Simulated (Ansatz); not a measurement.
## Electronic structure of H5MoN3O in real space

```xyz
10

N    -1.1124    0.6257   -1.1163
Mo    0.2085    0.0899   -0.1361
N     1.0761   -1.2397   -0.8181
N    -0.5500   -0.5208    1.5400
O     1.4358    1.5221    0.1099
H    -1.7100    0.5937   -1.9306
H     1.2933   -1.9483   -1.5039
H    -0.2028   -1.3257    2.0374
H    -1.4740   -0.2653    1.8508
H     1.1187    2.4171   -0.0304
```

Geometry: PBE0-D4/def2-TZVP; core potentials replace the inner electrons of Mo.

Level of theory: RKS PBE0-D4/def2-TZVPP (Ansatz).

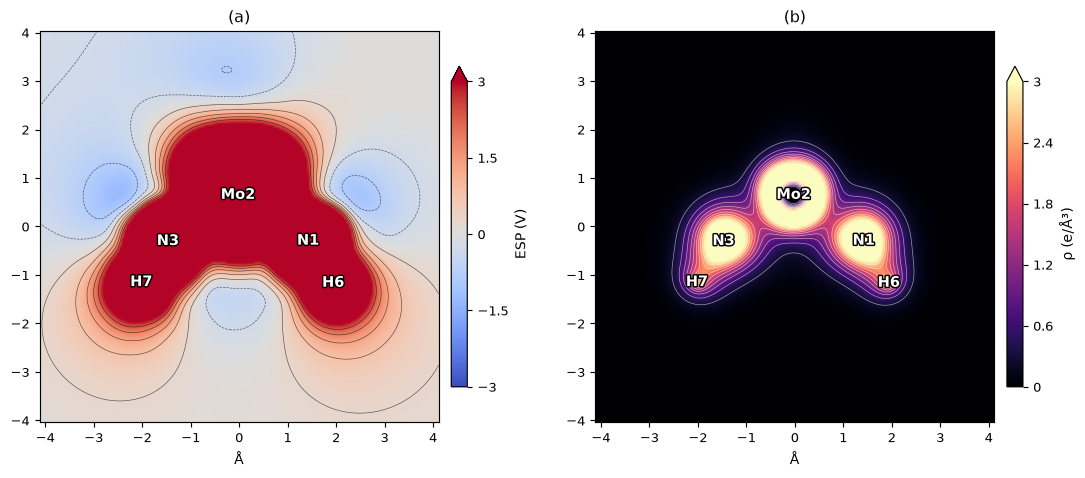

Figure 1. (a) electrostatic potential; (b) electron density on the plane of atoms Mo2, N1 and H6.

What does the map show?

Answer.
- Atoms in the plane: N, Mo and H.
- Mo–N (1.73 Å): the density is about 1.7 e/Å³ at the midpoint.
- N–H (1.01 Å): ρ is about 2.9 e/Å³ halfway.
- Outside the dense part of the molecule the potential is most negative (−1.3 V) near N3.

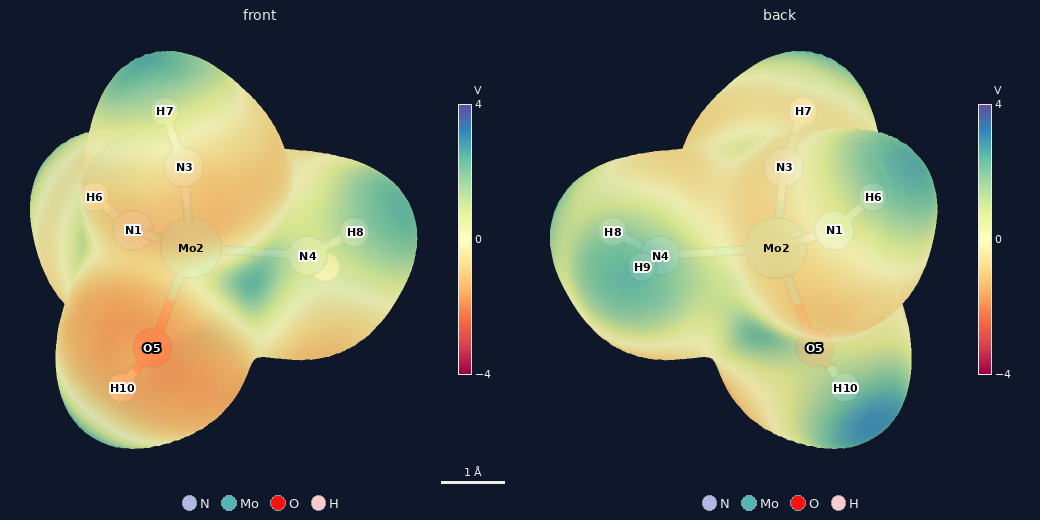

Figure 2. The molecular electrostatic potential painted on the density surface at 0.004 e/bohr³, seen from the front and from behind; the colour scale runs from red (negative) to blue (positive).

Where is the surface potential most negative and most positive?

Answer. The most negative region (about −1.8 V) lies over O5, the most positive (about +3.0 V) over H10. O5 is the likeliest acceptor of a hydrogen bond.

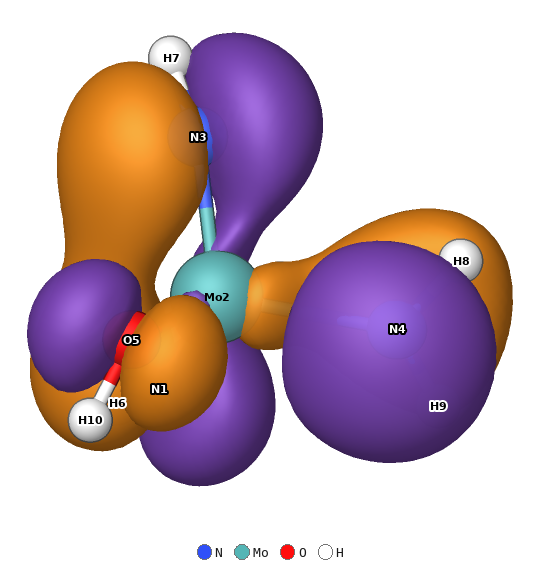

Figure 3. The HOMO at ±0.08 Å⁻³ᐟ² (orange and purple are the two phases), seen at a tilt.

Describe this orbital and give its energy.

Answer. By Hirshfeld shares it lies mainly on N4 (about 40 %), N3 (about 20 %), N1 (about 15 %), Mo2 (about 10 %) and O5 (about 10 %); largely a combination of lone pairs on N4, N3, N1 and O5. Its energy is −7.28 eV.

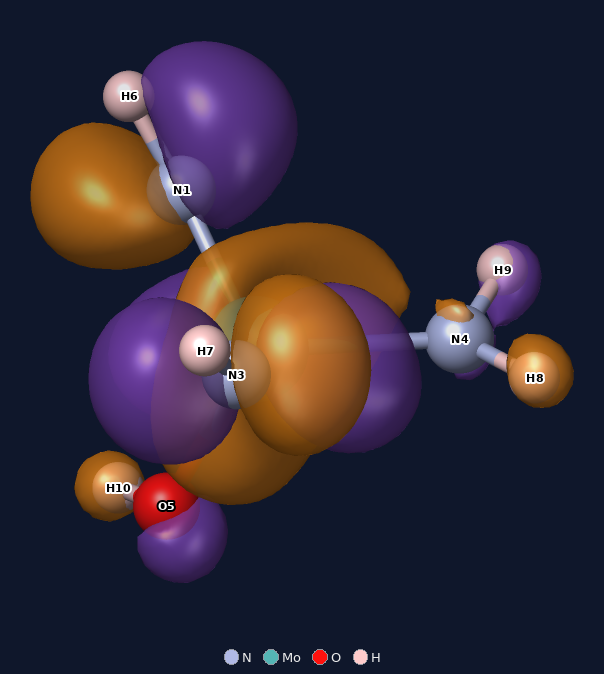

Figure 4. One frontier orbital at ±0.1 Å⁻³ᐟ² (orange and purple are the two phases), seen from one side.

Which orbital is it: HOMO or LUMO?

Answer. The LUMO, at −0.97 eV. Its weight (Hirshfeld) is mainly on Mo2 (about 50 %), N1 (about 15 %) and N3 (about 15 %).
